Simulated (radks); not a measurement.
# Ga⁴⁺ in [Ar] 3d9: an all-electron calculation

Wanted: eigenvalues, radial structure and energy terms of the gallium ion Ga4+.

The numbers are computed with radks (a radial shooting solver on a logarithmic mesh, Libxc functionals) version 1 (scalar-relativistic Kohn-Sham, BLYP, spin-polarised, spherical densities, finite nucleus; open shells are filled with parallel spins first), except any that are marked as measured or tabulated.

## 1. The system

- element: gallium (Z = 31)
- charge: +4
- electrons: 27
- configuration: [Ar] 3d9
- nuclear rms radius: 3.9973 fm

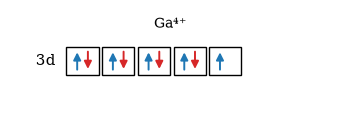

Outer shells as boxes.

In the logs a row gives level, spin channel, occupation and eigenvalue; Etot, Ekin, Encl (electron-nucleus), Eh (Hartree) and Exc are energies, all in hartree; err is the last residual, it the number of iterations.

## 2. The run

The run's settings:

```text
Z 31
configuration [Ar] 3d9
relativity scalar-relativistic
functional b88,lyp
spin polarised
nucleus finite rms 3.9973 fm
c 137.035999084
```

Command:

```console
$ python run_ks.py task.json out
```

This one command runs every case of the session in turn.

Output:

```text
1s      1   1.0000        -378.23555426
2s      1   1.0000         -48.60263994
2p      1   3.0000         -42.60095651
3s      1   1.0000          -7.58686446
3p      1   3.0000          -5.77006927
3d      1   5.0000          -2.80347995
1s      2   1.0000        -378.23549878
2s      2   1.0000         -48.57488308
2p      2   3.0000         -42.58005440
3s      2   1.0000          -7.53717674
3p      2   3.0000          -5.72133448
3d      2   4.0000          -2.75616026
Etot -1939.833401452047
Ekin 1973.017329995834
Encl -4616.584905908339
Eh 777.984368941095
Exc -74.25019448063668
err 5.843775205115529e-09
it 19
```

It took 0.22 s on 1 thread of Arm Neoverse N1, shared host; peak memory 0.23 GiB.

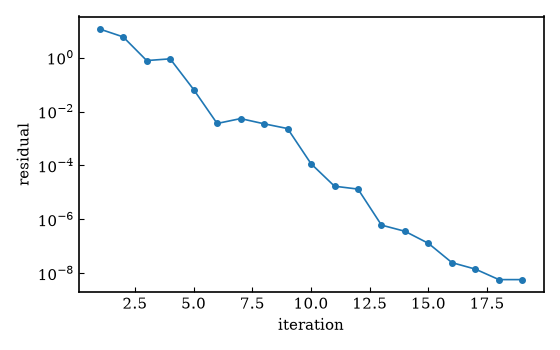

Residual of the self-consistent cycle.

## 3. Orbitals and density

Sizes of the orbitals, from the radial functions (bohr):

| level | occupation | energy (eV) | <r> | outermost maximum (interpolated) | 90 % within | nodes |
| --- | --- | --- | --- | --- | --- | --- |
| 1s up | 1 | -10292.3 | 0.04860 | 0.0318 | 0.0868 | 0 |
| 1s down | 1 | -10292.3 | 0.04860 | 0.0318 | 0.0868 | 0 |
| 2s up | 1 | -1322.5 | 0.2179 | 0.182 | 0.337 | 1 |
| 2s down | 1 | -1321.8 | 0.2178 | 0.182 | 0.337 | 1 |
| 2p up | 3 | -1159.2 | 0.1907 | 0.146 | 0.312 | 0 |
| 2p down | 3 | -1158.7 | 0.1907 | 0.146 | 0.311 | 0 |
| 3s up | 1 | -206.45 | 0.6467 | 0.563 | 0.967 | 2 |
| 3s down | 1 | -205.10 | 0.6474 | 0.563 | 0.968 | 2 |
| 3p up | 3 | -157.01 | 0.6698 | 0.564 | 1.03 | 1 |
| 3p down | 3 | -155.69 | 0.6709 | 0.564 | 1.03 | 1 |
| 3d up | 5 | -76.287 | 0.7429 | 0.524 | 1.24 | 0 |
| 3d down | 4 | -74.999 | 0.7474 | 0.525 | 1.25 | 0 |

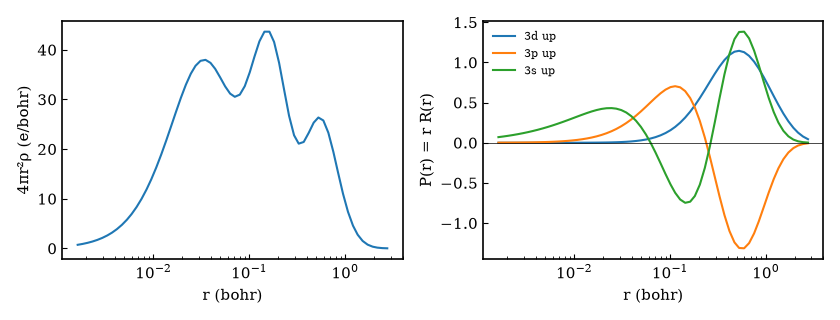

Left: shells in the radial density. Right: radial functions of the outer levels.

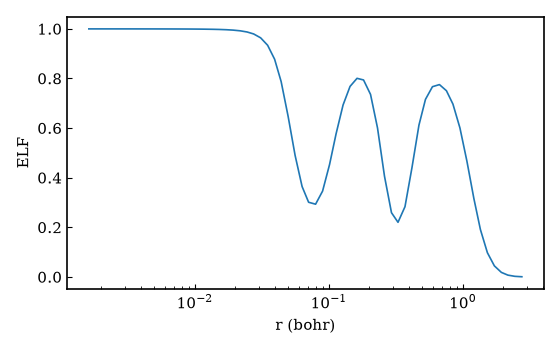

Electron localisation function against radius.

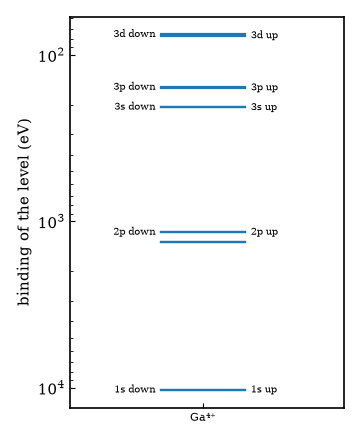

Level scheme on a logarithmic scale; filled levels blue, empty ones red.

Radial Coulomb (F) and exchange (G) integrals, eV:

| integral | shells | value |
| --- | --- | --- |
| F0 | 3d, 3d | 33.754 |
| F2 | 3d, 3d | 15.853 |
| F4 | 3d, 3d | 9.909 |
| F0 | 3d, 3p | 35.035 |
| F2 | 3d, 3p | 16.689 |
| G1 | 3d, 3p | 20.464 |
| G3 | 3d, 3p | 12.531 |
| F0 | 3d, 3s | 35.579 |
| G2 | 3d, 3s | 15.587 |
| F0 | 3p, 3p | 36.701 |

X-ray form factor f at sin θ/λ (1/Å): 0.05: 26.80, 0.15: 25.31, 0.25: 22.76, 0.4: 18.24, 0.6: 13.02, 1: 7.73, 1.5: 5.62.

## 4. Results

| quantity | value |
| --- | --- |
| total energy | -1939.83340 hartree |
| exchange-correlation share of it | 3.83 % |
| −T/E | 1.0171 |
| highest occupied level | 3d down, -74.999 eV |
| most extended occupied level | 3d down, <r> = 0.747 bohr |
| radius at density 0.001 e/bohr³ | 2.39 bohr |
| maxima of the radial density | 3 |
| ionisation energy, NIST | 86.0 (semi-emp.) eV |

The radial density shows 3 maxima for 3 occupied principal shells. Relativity lifts −T/E to 1.017. The top level binds by 74.999 eV, 87 % of the NIST ionisation energy of 86.0 eV; the potential of a semilocal functional falls off too fast, so its top eigenvalue is too shallow. Open shells are spherical and high-spin; term and fine-structure splittings are not resolved.
